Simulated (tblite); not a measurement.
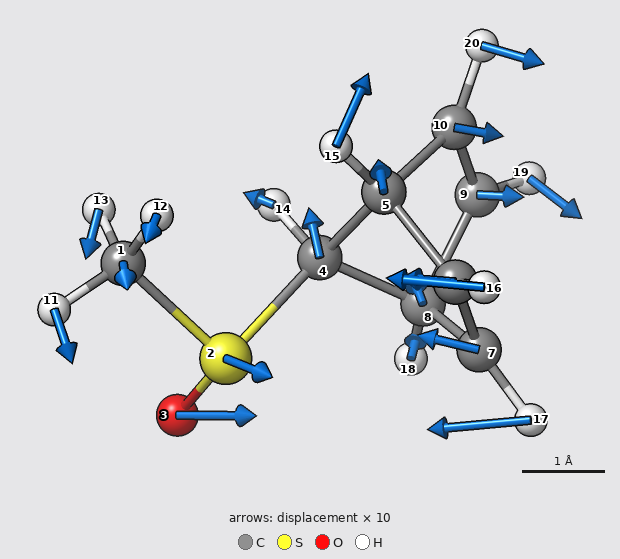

A relaxation of C8H10OS. The starting structure is drawn; blue arrows show the displacements, 10 times their true length. The two geometries are superimposed by the best rigid fit.

The picture is a ball-and-stick view, seen from a free direction.

The calculation used GFN2-xTB geometry optimisation, gas phase in tblite 0.8.0. 

**Describe the change and its energy.**

Over 46 geometry steps the energy falls by 17.1 kJ/mol. The largest move after the best rigid fit is that of an H atom, 0.13 Å. Largest moves by element: H 0.13 Å, O 0.12 Å, S 0.08 Å, C 0.08 Å. Near-neighbour distances that change, for instance: C–S 1.810 → 1.853 Å, O–S 1.494 → 1.463 Å, C–C 1.352 → 1.325 Å, C–C 1.555 → 1.535 Å. Bond angles that change, for instance: S–C–C 114.6° → 111.2°, O–S–C 107.8° → 104.6°, C–C–H 112.7° → 115.5°.
